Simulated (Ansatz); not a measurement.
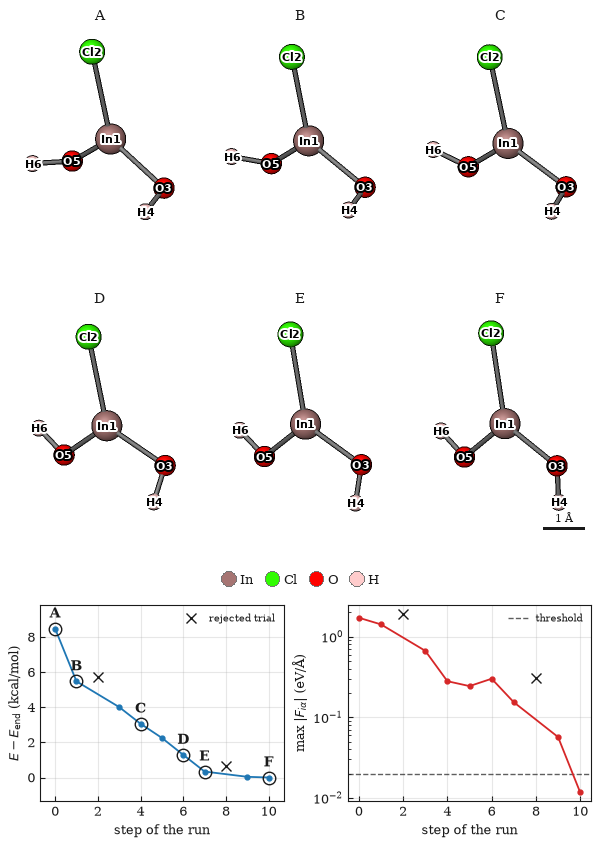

Frames of a relaxation of InH₂O₂Cl, marked on the history of the run. The picture is a ball-and-stick view, seen from a free direction.

The run prepares the start of a later molecular dynamics calculation, from a guessed geometry.

Method: Ansatz, RKS r2SCAN/def2-SVP.

Input file:
```yaml
crystal:
  periodic: [false, false, false]
  atoms:
    - { symbol: In, position_ang: [0.0, 0.0, 0.0] }
    - { symbol: Cl, position_ang: [0.0, 0.0, 2.44] }
    - { symbol: O, position_ang: [1.7233, 0.0, -0.995] }
    - { symbol: H, position_ang: [2.0232, -0.9519, -1.1499] }
    - { symbol: O, position_ang: [-1.7233, 0.0, -0.995] }
    - { symbol: H, position_ang: [-2.233, -0.8467, -0.7865] }
basis:
  gaussian: { orbitals: def2-SVP }
hamiltonian:
  xc: r2scan
relax:
  f_tol: 0.02
  max_steps: 40
```

Command:
```bash
ansatz run input.yaml --threads 1 --pin off --max-ram 2048MiB --backend cpu --events-out ev --progress --plain --runs-dir out
```

Describe the path.

Answer. H4 moves most after the best rigid fit: 0.67 Å. Largest moves by element: H 0.67 Å, O 0.53 Å, In 0.26 Å, Cl 0.26 Å. Some distances before and after: In1–Cl2 2.440 → 2.339 Å, O3–H4 1.010 → 0.969 Å. Groups turn about In1–O3 by about 90°, In1–O5 by about 65°. After 8 accepted moves (10 points after the start) the energy has fallen by 8.48 kcal/mol. Largest force component: 1.7 eV/Å at the start, 0.012 eV/Å at the end. The line search rejected the trial steps at points 2, 8 of the run. The run took 30 s on 1 thread of Intel(R) Xeon(R) 6975P-C (Granite Rapids), on a shared host, peak memory 0.16 GiB. From step 0 to 1: H6 moves most (0.19 Å), energy −3.01 kcal/mol. From step 1 to 4: H6 moves most (0.19 Å), energy −2.41 kcal/mol. From step 4 to 6: H4 moves most (0.33 Å), energy −1.77 kcal/mol. From step 6 to 7: H4 moves most (0.20 Å), energy −0.95 kcal/mol. From step 7 to 10: H4 moves most (0.15 Å), energy −0.34 kcal/mol.

```
step  E − E(0), kcal/mol  largest force component, eV/Å      note
   0                0.00                         1.7154          
   1               -3.01                         1.4189          
   2               -2.75                         1.9269  rejected
   3               -4.47                         0.6675          
   4               -5.42                         0.2800          
   5               -6.23                         0.2436          
   6               -7.19                         0.3006          
   7               -8.14                         0.1537          
   8               -7.81                         0.3063  rejected
   9               -8.44                         0.0569          
  10               -8.48                         0.0117
```
